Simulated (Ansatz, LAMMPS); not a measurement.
# Glassy 68P2O5-32SrO (mol %) (103 atoms): support functions against a reference

Aim: test how closely localised support functions follow the reference on glassy 68P2O5-32SrO (mol %) (103 atoms), and at what cost. A setting counts as converged where the r.m.s. difference of forces stays under 1 % of the r.m.s. force.

Method: Kohn-Sham DFT, PBE, PAW (set soft_2), plane waves, in Ansatz 0.2.0.

### Step 1. Set-up

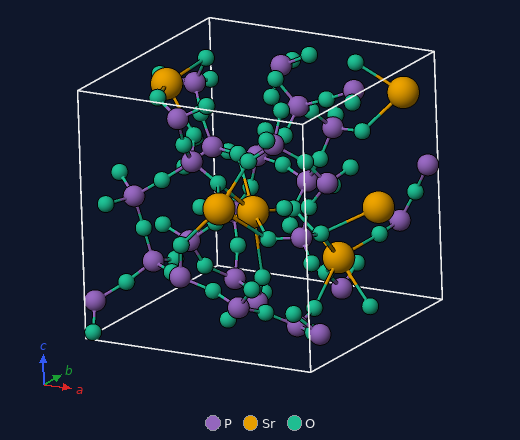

The cell as given, slightly off an axis (phosphorus purple, strontium orange, oxygen teal). Bonds to atoms that aren't drawn are left out. Some periodic images of atoms are drawn too.

The cell holds 103 atoms: 26 P, 6 Sr and 71 O. Its edges and angles: a = 11.392 Å, b = 11.392 Å, c = 11.392 Å, α = 90.0°, β = 90.0°, γ = 90.0°. 103 atoms (26 P, 6 Sr, 71 O) placed at random at 2.76 g/cm³, melted at 4000 K for 10 ps at fixed volume with the Morse and Coulomb pair potential with partial charges (Pedone, Malavasi, Menziani, Cormack and Segre, J. Phys. Chem. B 110, 11780 (2006)). Quenched from 4000 K to 300 K at 50 K/ps and fixed volume, held 10 ps at zero pressure.

What the set-up can't give: The quench rate of 50 K/ps is orders of magnitude faster than experiment, which tends to freeze in extra defects. The network of bonds at the start is that of the classical potential that made the cell, and needn't be the one that DFT or experiment would give. Sampling is at Γ alone, for a cell whose shortest periodic width is 11 Å.

### Step 2. How the cell was made

A classical potential supplies the starting structure, since it reaches far longer times than DFT.

This step: classical MD, Morse and Coulomb pair potential with partial charges (Pedone, Malavasi, Menziani, Cormack and Segre, J. Phys. Chem. B 110, 11780 (2006)) (LAMMPS 22 Jul 2025 - Update 4).

Contents of in.lmp:

```
# melt-quench of P26Sr6O71
units metal
atom_style charge
boundary p p p
region box block 0 11.4083 0 11.4083 0 11.4083
create_box 3 box
mass 1 30.9738   # P
mass 2 87.6200   # Sr
mass 3 15.9990   # O
create_atoms 1 random 26 605913 NULL overlap 1.5 maxtry 2000
create_atoms 2 random 6 605920 NULL overlap 1.5 maxtry 2000
create_atoms 3 random 71 605927 NULL overlap 1.5 maxtry 2000
pair_style hybrid/overlay pedone 5.5 coul/long 8.0
pair_coeff * * coul/long
pair_coeff 1 3 pedone 0.831326 2.585833 1.800790 1   # P-O
pair_coeff 2 3 pedone 0.019623 1.886000 3.328330 3   # Sr-O
pair_coeff 3 3 pedone 0.042395 1.379316 3.618701 22   # O-O
set type 1 charge 3
set type 2 charge 1.2
set type 3 charge -1.2
kspace_style pppm 1.0e-4
neigh_modify delay 0 every 1 check yes
thermo_style custom step time temp pe press density
thermo_modify norm yes
timestep 0.002
thermo 100
min_style cg
minimize 1e-4 1e-4 200 2000
reset_timestep 0
velocity all create 4000 605914 mom yes dist gaussian
fix lim all nve/limit 0.05
fix lan all langevin 4000 4000 0.2 605915 zero yes
thermo 500
run 1000 post no
# [... 7 lines left out ...]
fix md all nvt temp 4000 300 0.2
run 37000 post no
unfix md
thermo 1666
fix md all npt temp 300 300 0.2 iso 0 0 2
run 5000 post no
unfix md
write_dump all custom glass.dump id type xs ys zs modify sort id
```

The run is started by

```
> lmp -in in.lmp -log none -nocite
```

Numbers of over 12 decimals in the logs are rounded to 6 here.

The log of the run:

```text
LAMMPS (22 Jul 2025 - Update 4)
Created orthogonal box = (0 0 0) to (11.4083 11.4083 11.4083)
Created 26 atoms
Created 6 atoms
Created 71 atoms
PPPM initialization ...
  G vector (1/distance) = 0.37821133
  grid = 12 12 12
  estimated relative force accuracy = 9.3169246e-05
   Step          Time           Temp          PotEng         Press         Density
         0   0              0             -6.7275778      434925.86      2.7589876
       100   0.2            0             -20.680044      17247.288      2.7589876
       109   0.218          0             -20.737435      15833.4        2.7589876
Loop time of 0.0526639 s on 1 MPI rank(s) for 109 steps with 103 atoms
Minimization stats:
  Stopping criterion = energy tolerance
  Energy initial, next-to-last, final =
     -6.72757777508582  -20.7355253373844  -20.7374347023116
  Force two-norm initial, final = 343.67952 3.9194832
  Iterations, force evaluations = 109 151
   Step          Time           Temp          PotEng         Press         Density
         0   0              4000          -20.737435      53771.982      2.7589876
       500   1              1657.665      -20.595164      22767.951      2.7589876
      1000   2              1953.5651     -20.711389      68.187504      2.7589876
Loop time of 0.272203 s on 1 MPI rank(s) for 1000 steps with 103 atoms
   Step          Time           Temp          PotEng         Press         Density
      1000   2              1953.5651     -20.711389      68.187504      2.7589876
      1666   3.332          4116.4932     -20.300356      44485.338      2.7589876
      2499   4.998          4282.6633     -20.446286      25473.888      2.7589876
      3332   6.664          3635.8909     -20.369076      33980.42       2.7589876
      4165   8.33           4156.4111     -20.310236      25792.916      2.7589876
      4998   9.996          4152.5911     -20.355822     -4219.4829      2.7589876
[... 2 lines left out ...]
Loop time of 1.45644 s on 1 MPI rank(s) for 5000 steps with 103 atoms
   Step          Time           Temp          PotEng         Press         Density
[... 12 lines left out ...]
Loop time of 9.98287 s on 1 MPI rank(s) for 37000 steps with 103 atoms
   Step          Time           Temp          PotEng         Press         Density
[... 1 line left out ...]
     43316   86.632         360.93933     -20.932379     -4032.6191      2.7435146
     44982   89.964         290.66461     -20.93344      -9406.2231      2.7162752
     46648   93.296         265.20934     -20.937764      5621.1568      2.7724876
     48000   96             264.13307     -20.936444      10721.201      2.7711999
Loop time of 1.92045 s on 1 MPI rank(s) for 5000 steps with 103 atoms
```

Run time: 14 s. Hardware: 1 thread of AMD EPYC 9R45, shared host; peak memory 0.07 GiB.

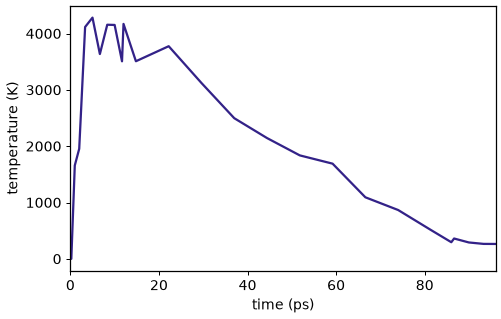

Temperature against time.

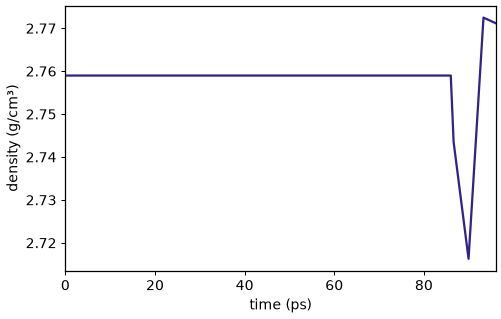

Density, plotted against time.

### Step 3. Plane-wave single point

The first run fixes the reference, at a cutoff of 420 eV.

Contents of input.yaml:

```yaml
crystal:
  lattice:
    - [11.39152, 0.0, 0.0]
    - [0.0, 11.39152, 0.0]
    - [0.0, 0.0, 11.39152]
  atoms:
    - { symbol: P, position: [0.56763, 0.74253, 0.49309] }
    - { symbol: P, position: [0.7623, 0.17354, 0.83418] }
    - { symbol: P, position: [0.38217, 0.10109, 0.90899] }
    - { symbol: P, position: [0.65025, 0.06062, 0.19543] }
    - { symbol: P, position: [0.40049, 0.0513, 0.28753] }
    - { symbol: P, position: [0.31094, 0.80325, 0.54356] }
    - { symbol: P, position: [0.78813, 0.31865, 0.42065] }
    - { symbol: P, position: [0.9142, 0.31282, 0.65891] }
    - { symbol: P, position: [0.18382, 0.21567, 0.27409] }
    - { symbol: P, position: [0.48172, 0.48424, 0.06971] }
    - { symbol: P, position: [0.25833, 0.56108, 0.64379] }
    - { symbol: P, position: [0.41079, 0.83776, 0.91078] }
    - { symbol: P, position: [0.85318, 0.94788, 0.31386] }
    - { symbol: P, position: [0.99667, 0.08494, 0.12759] }
    - { symbol: P, position: [0.98038, 0.95724, 0.55206] }
    - { symbol: P, position: [0.92011, 0.52474, 0.97138] }
    - { symbol: P, position: [0.66642, 0.52962, 0.87199] }
    - { symbol: P, position: [0.19153, 0.81019, 0.29933] }
    - { symbol: P, position: [0.79312, 0.25868, 0.08291] }
    - { symbol: P, position: [0.27896, 0.66142, 0.08498] }
    - { symbol: P, position: [0.13189, 0.65532, 0.85802] }
    - { symbol: P, position: [0.18827, 0.48373, 0.27848] }
    - { symbol: P, position: [0.12694, 0.18293, 0.53884] }
    - { symbol: P, position: [0.68774, 0.74715, 0.72436] }
    - { symbol: P, position: [0.65065, 0.83492, 0.04549] }
    - { symbol: P, position: [0.35004, 0.25093, 0.68706] }
    - { symbol: Sr, position: [0.56832, 0.07714, 0.57783] }
    - { symbol: Sr, position: [0.18491, 0.35722, 0.94802] }
    - { symbol: Sr, position: [0.5112, 0.42585, 0.45606] }
    - { symbol: Sr, position: [0.95674, 0.61831, 0.47807] }
    - { symbol: Sr, position: [0.92694, 0.88144, 0.85946] }
    - { symbol: Sr, position: [0.77398, 0.61394, 0.25165] }
    - { symbol: O, position: [0.29025, 0.5119, 0.35675] }
    - { symbol: O, position: [0.24446, 0.74875, 0.18882] }
    - { symbol: O, position: [0.75696, 0.25003, 0.94902] }
    - { symbol: O, position: [0.73656, 0.01975, 0.29278] }
    - { symbol: O, position: [0.52761, 0.08078, 0.24071] }
    - { symbol: O, position: [0.21459, 0.54752, 0.16216] }
    - { symbol: O, position: [0.25246, 0.68734, 0.58782] }
    - { symbol: O, position: [0.30238, 0.35054, 0.75835] }
    - { symbol: O, position: [0.09189, 0.16307, 0.19298] }
    - { symbol: O, position: [0.65059, 0.95359, 0.11371] }
    - { symbol: O, position: [0.24221, 0.20223, 0.61264] }
    - { symbol: O, position: [0.98068, 0.40973, 0.96455] }
    - { symbol: O, position: [0.79575, 0.52553, 0.9185] }
    - { symbol: O, position: [0.65509, 0.43917, 0.77858] }
    - { symbol: O, position: [0.91347, 0.96967, 0.43187] }
    - { symbol: O, position: [0.39719, 0.59259, 0.07395] }
    - { symbol: O, position: [0.94945, 0.43179, 0.69277] }
    - { symbol: O, position: [0.83589, 0.82091, 0.29416] }
    - { symbol: O, position: [0.36988, 0.15991, 0.78476] }
    - { symbol: O, position: [0.20533, 0.34501, 0.24837] }
    - { symbol: O, position: [0.41271, 0.04322, 0.42098] }
    - { symbol: O, position: [0.00784, 0.60376, 0.8903] }
    - { symbol: O, position: [0.30424, 0.14995, 0.26549] }
    - { symbol: O, position: [0.90354, 0.00392, 0.64811] }
    - { symbol: O, position: [0.83139, 0.30804, 0.55244] }
    - { symbol: O, position: [0.09468, 0.7284, 0.32936] }
    - { symbol: O, position: [0.27043, 0.14299, 0.96627] }
    - { symbol: O, position: [0.5356, 0.84174, 0.96896] }
    - { symbol: O, position: [0.58112, 0.50824, 0.97668] }
    - { symbol: O, position: [0.80035, 0.05999, 0.88984] }
    - { symbol: O, position: [0.01759, 0.833, 0.56809] }
    - { symbol: O, position: [0.45283, 0.26846, 0.60924] }
    - { symbol: O, position: [0.40784, 0.76325, 0.80586] }
    - { symbol: O, position: [0.70258, 0.17426, 0.14851] }
    - { symbol: O, position: [0.15027, 0.2085, 0.40564] }
    - { symbol: O, position: [0.87399, 0.24313, 0.35111] }
    - { symbol: O, position: [0.28575, 0.91313, 0.61056] }
    - { symbol: O, position: [0.63049, 0.86492, 0.73243] }
    - { symbol: O, position: [0.81832, 0.74694, 0.7279] }
    - { symbol: O, position: [0.66464, 0.2757, 0.41084] }
    - { symbol: O, position: [0.91877, 0.59567, 0.08006] }
    - { symbol: O, position: [0.36435, 0.94292, 0.22815] }
    - { symbol: O, position: [0.38432, 0.96732, 0.89124] }
    - { symbol: O, position: [0.19728, 0.58424, 0.76425] }
    - { symbol: O, position: [0.9234, 0.01513, 0.2205] }
    - { symbol: O, position: [0.52781, 0.45145, 0.18684] }
    [... 19 atom lines left out ...]
    - { symbol: O, position: [0.40125, 0.39579, 0.01454] }
    - { symbol: O, position: [0.61235, 0.85938, 0.44887] }
    - { symbol: O, position: [0.18448, 0.46911, 0.58084] }
    - { symbol: O, position: [0.65014, 0.65166, 0.81505] }
    - { symbol: O, position: [0.6588, 0.15653, 0.75856] }
    - { symbol: O, position: [0.13567, 0.92813, 0.28028] }
kpoints:
  mp_grid: { grid: [1, 1, 1] }
hamiltonian:
  xc: pbe
scf:
  occupations: { method: fixed }
output:
  forces: true
  stress: true
  populations: true
  dos:
    method: { smearing: { sigma: 0.1 } }
    de: 0.1
    projected: { site_lists: { O: [O], P: [P], Sr: [Sr] } }
  eigenvalues: true
  write_density: true
  write_potential: true
  volumetric_format: npy
```

The run is started by

```
> ansatz run input.yaml --threads 8 --pin off --max-ram 15872MiB --backend cpu --events-out ev --progress --plain --runs-dir out
```

The log of the run:

```text
Engine: ansatz 0.2.0, x86_64-unknown-linux-gnu
Pseudopotentials: kind: paw
Pseudopotential: P, paw, valence charge 5, recommended cutoff 420 eV (normal), P.paw.azcp
Pseudopotential: Sr, paw, valence charge 10, recommended cutoff 420 eV (normal), Sr.paw.azcp
Pseudopotential: O, paw, valence charge 6, recommended cutoff 420 eV (normal), O.paw.azcp
[... 5 lines on functional and potentials left out ...]
Crystal: 103 atoms, lattice volume = 1478.240 Å³
Basis set: ecut = 420 eV, 28887 PW (Γ), exchange–correlation on 160×160×160 points (8 copies of the dense FFT grid, shifted against one another)
Bands: 411, of which v1, the nominal top of the filled ones, is band 308 counted from 1 (307 counted from 0)
Symmetry: 1 space group operations
Space group: P1 (ITA 1), of the structure as read, at distance tolerance 1.1e-4 Å
k-points: 1
[... 7 lines on functional and potentials left out ...]
Initial density: superposition of atomic densities (neutral atoms: chi_scale 0, normalization atom), corrected by the library's trained network
Initial wavefunctions: pseudopotential atomic-orbital guess
Functional: x = pbe(κ = 0.804, μ = 0.219515), c = pbe(β = 0.066725)
SCF iter   1: F=—  HF=-81231.119416 eV  |F-HF|=—  |Δ(HF+E_count)|=         —  Δρ=5.32e-3  dr2=6.97e-1  ethr=1.77e-3  ⟨swp⟩=7.0  Hψ=1697  notcnv=0  defer=100
preconditioner: auto → Resta (q_TF=auto, 2.358 Å⁻¹)  ε∞=3.1  [insulator: Δε(μ)=2.060 eV  Ē_g=16.362 eV  n_scr=340 (ndim 8)  ℏωp=23.7 eV  f_vac=0.172  ε∞_Penn≈3.1]
SCF iter   2: F=—  HF=-81230.947264 eV  |F-HF|=—  |Δ(HF+E_count)|=   1.72e-1  Δρ=2.82e-3  dr2=1.67e-1  ethr=1.13e-4  ⟨swp⟩=3.0  Hψ=735  notcnv=0  defer=101
SCF iter   3: F=—  HF=-81230.909198 eV  |F-HF|=—  |Δ(HF+E_count)|=   3.81e-2  Δρ=1.34e-3  dr2=5.17e-2  ethr=2.72e-5  ⟨swp⟩=3.0  Hψ=571  notcnv=0  defer=101
SCF iter   4: F=—  HF=-81230.894060 eV  |F-HF|=—  |Δ(HF+E_count)|=   1.51e-2  Δρ=6.14e-4  dr2=6.01e-3  ethr=8.40e-6  ⟨swp⟩=3.0  Hψ=584  notcnv=0  defer=101
SCF iter   5: F=—  HF=-81230.893152 eV  |F-HF|=—  |Δ(HF+E_count)|=   9.09e-4  Δρ=3.12e-4  dr2=1.30e-3  ethr=9.75e-7  ⟨swp⟩=3.0  Hψ=714  notcnv=0  defer=101
SCF iter   6: F=—  HF=-81230.893085 eV  |F-HF|=—  |Δ(HF+E_count)|=   6.64e-5  Δρ=9.22e-5  dr2=1.02e-4  ethr=2.10e-7  ⟨swp⟩=3.0  Hψ=587  notcnv=0  defer=101
SCF iter   7: F=—  HF=-81230.893118 eV  |F-HF|=—  |Δ(HF+E_count)|=   3.32e-5  Δρ=4.68e-5  dr2=2.72e-5  ethr=1.65e-8  ⟨swp⟩=3.0  Hψ=705  notcnv=0  defer=101
SCF iter   8: F=—  HF=-81230.893103 eV  |F-HF|=—  |Δ(HF+E_count)|=   1.49e-5  Δρ=1.24e-5  dr2=2.07e-6  ethr=4.41e-9  ⟨swp⟩=3.0  Hψ=622  notcnv=0  defer=101
SCF iter   9: F=—  HF=-81230.893105 eV  |F-HF|=—  |Δ(HF+E_count)|=   1.64e-6  Δρ=6.33e-6  dr2=5.06e-7  ethr=3.37e-10  ⟨swp⟩=3.0  Hψ=682  notcnv=0  defer=101
SCF iter  10: F=—  HF=-81230.893105 eV  |F-HF|=—  |Δ(HF+E_count)|=   8.48e-8  Δρ=2.92e-6  dr2=1.09e-7  ethr=8.21e-11  ⟨swp⟩=3.0  Hψ=607  notcnv=0  defer=101
SCF iter  11: F=-81230.893105 eV  HF=-81230.893105 eV  |F-HF|=6.29e-9  |Δ(HF+E_count)|=   2.66e-8  Δρ=7.87e-7  dr2=9.68e-9  ethr=1.62e-11  ⟨swp⟩=32.0  Hψ=5357  notcnv=0
SCF 1 converged in 11 iterations: F = -81230.893105 eV  dr2 = 9.68e-9
  greatest PAW one-centre occupation: 0.987 electrons in one spin orbital (limit 2), on the Sr atom at site 30 (counted from 0), in its partial waves of l = 0
SCF converged after 11 iterations
Free energy (F): -81230.893105 eV
Harris-Foulkes:  -81230.893105 eV  (|F-HF|=6.29e-9)
Internal energy: -81230.893105 eV  (E = F + TS)
E sigma→0 (E₀):  -81230.893105 eV
Fermi energy:    4.433399 eV
--- Per-component energies (eV) ---
  E_band       = -3608.420226
  E_kinetic    = 16150.189741
  E_local      = -44663.568587  (includes V_loc(G=0)·N_el)
  E_nonlocal   = 5419.717647
  E_hartree    = 15915.006580
  E_xc         = -7930.398352
  E_vxc        = -9305.376086  (∫ρ·V_xc dr)
  E_paw        = -42244.874914  (= ΣΔE_a)
  E_vpaw       = -3039.577698  (= ΣTr[D̂ρ^β])
  E_aug_tail   = 0.179915  (compensation charges beyond the density's cutoff)
  E_ewald      = -23877.145134
  E_smearing   = -0.000000  (= −TS)
  E_closure    = -0.000000  (closes the sum)
  Σ components = -81230.893105   (vs F -81230.893105, Δ=0.00e0)
--- Forces (eV/Å), atoms counted from 1 ---
  atom   1  P      1.62803048     3.80514872    -0.28859710
  atom   2  P     -0.65763846    -4.50336199     0.21833989
  atom   3  P      2.08746445     3.15455058     4.60998975
  atom   4  P      0.13129558    -1.97550529    -0.98852657
  atom   5  P     -1.48470148    -5.47876585     4.14434539
  atom   6  P     -1.32563644     1.77662017     0.34798802
  atom   7  P      2.63872722    -1.38470491    -3.23945857
  atom   8  P     -1.10023818     2.66976824    -0.84527328
  atom   9  P      3.33241735     0.27438934     0.14359389
  atom  10  P     -2.34136087    -3.87516933     0.68058316
  atom  11  P      1.52843092    -3.68299313    -4.43870595
  atom  12  P      1.05614576    -3.34726810    -1.21091373
  atom  13  P      0.31851111    -2.48853271     0.37543407
  atom  14  P     -1.75339372    -1.52637830    -0.60184904
[...]
atom 102  O     -0.74417079     1.25595151    -0.95202862
  atom 103  O      0.84980546     1.14004813    -0.68458276
  max |Σ_I F_I| component: 1.32e-5 eV/Å
--- Stress (GPa, compression-positive) ---
        3.625505       0.239245      -0.280391
        0.239248       3.574428       0.071709
       -0.280392       0.071709       3.771095
  P = ⅓ Tr σ = 3.6570 GPa (36.570 kbar)
--- Band table (eV) ---
  k-point 0: bands = ["-30.8787", "-30.2369", "-30.1289", "-30.1060", [... 395 levels ...], "12.5822", "12.6116", "12.6606", "12.7181", "12.7206", "12.8015", "12.8448", "12.8669", "12.9134", "12.9423", "13.0155", "13.0440"]
--- Löwdin populations: 103 sites ---
  site symbol       q [e]
     0      P      2.7987
     1      P      2.7902
     2      P      2.8035
[...]
102      O      6.9094
  spilling = 0.017915 (of n_electrons = 616.000000)
```

Elapsed: 7.7 s, on 8 threads of AMD EPYC 9R45, shared host; peak memory 2.1 GiB; 54 s of CPU time.

In the SCF lines HF is the Harris–Foulkes energy and dr2 the Hartree energy of the density residual, in eV; the loop may stop once dr2 is under the threshold and the program's other checks hold. Hψ counts applications of the Hamiltonian.

Read from the output:

```yaml
free_energy: -81230.8931 eV
free_energy_per_atom: -788.6494 eV/atom
scf_cycles: 11
pressure: 3.657 GPa
r_m_s_force_component: 1.709 eV/Å
longest_force: 7.028 eV/Å
fermi_energy: 4.433 eV
spacing_of_highest_filled_and_lowest_empty_level: 1.213 eV
spilling_of_the_projection: 0.01792
```

The r.m.s. force component of 1.7 eV/Å and the pressure of 3.7 GPa set the scale for the differences below.

[end of part 1 of 3]

[Logs are printed without paths, hosts, clocks, repeated set-up lines and the standing remarks that a program may print on its own settings, such as how far it seeks lower states.]

[Hosts, paths, dates, database ids (printed as entryN), source tags and the programs' standing remarks are cut or masked in the printed files.]
